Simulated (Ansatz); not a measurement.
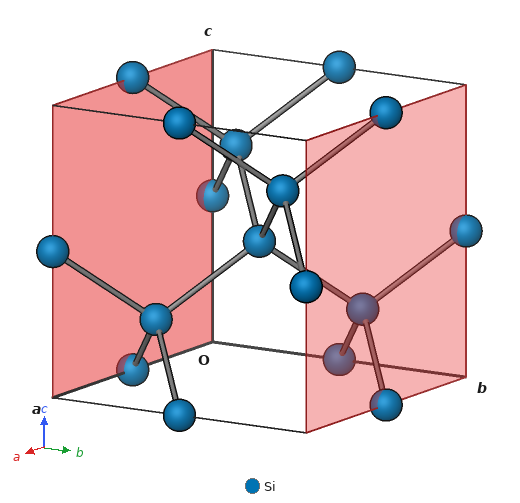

Every member of one family of equally spaced planes, hx + ky + lz = a whole number, that cuts the unit cell is shaded (one member passes through the origin O). Crystal: Si, the input geometry of an electronic-structure calculation (not necessarily at equilibrium); the starting structure was generated, so it need not be a known form of this composition. Geometry calculated from the standardised cell; symmetry tolerance 0.002 Å.

a = 5.444 Å, b = 5.444 Å, c = 5.444 Å, α = 90.00°, β = 90.00°, γ = 90.00°.

**Which (hkl) family is drawn?**

(0 1 0); the opposite sign names the same planes. The member next to the origin meets the axes a never, b at 1, c never.

**What is the spacing?**

d = 5.444 Å.

**Which atoms of the cell lie in these planes (within 0.03 Å)?**

2 of the 8 Si.
